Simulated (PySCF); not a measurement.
Mg(H)(GeH3), SMILES [MgH][GeH3] at its PBE0/def2-SVP optimised geometry (Å):

```
6

Mg    -0.7554     0.0488     0.0000
H     -2.4601     0.0490    -0.0002
Ge     1.8374     0.0488     0.0000
H      2.4603     0.1465     1.4159
H      2.4601    -1.2262    -0.6235
H      2.4601     1.2262    -0.7927
```

Computed with PBE0/def2-TZVP in PySCF 2.14.0. Cells within 0.4 Å of a nucleus heavier than hydrogen are left out (blank, or x).

Map of the HOMO−1 amplitude (bohr^(-3/2)), clipped to [-0.25, 0.25] on the plane z = 0.0 Å; orbital energy -8.41 eV, overall sign arbitrary:

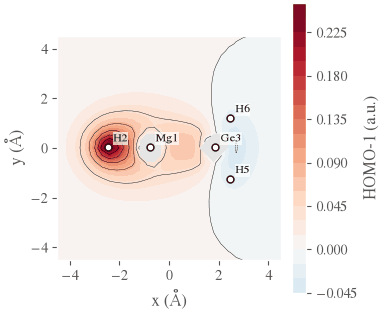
Figure. HOMO−1 amplitude (bohr^(-3/2)), clipped to [-0.25, 0.25] on the plane z = 0.0 Å.
